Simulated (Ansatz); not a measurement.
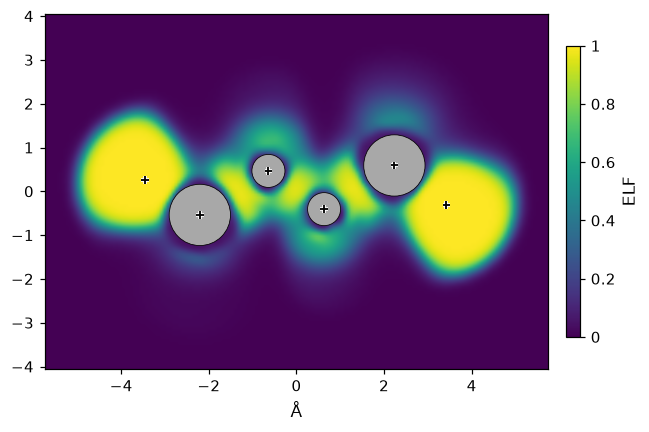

The ELF on a plane through atoms (crosses mark nuclei in the plane; grey discs cover the cores).

Level of theory: Ansatz, isolated molecule in a Gaussian basis; Kohn-Sham density functional theory, functional PBE0.

Candidates:
A. C₆H₇F (SMILES CC1=CCC=C1F)
B. C₅H₃BrOSe (SMILES O=Cc1[se]ccc1Br)
C. C₂H₈ClFSi₂

Which system is this?

Answer. Candidate C: C₂H₈ClFSi₂ on the plane of atoms C2, Si6 and H12, which holds C, Si and H. C–C (1.54 Å): the ELF peaks at about 0.95 between the atoms: localised, covalent bonding. C–Si (1.86 Å): the ELF peaks at about 0.95 between the atoms; a covalent bond.
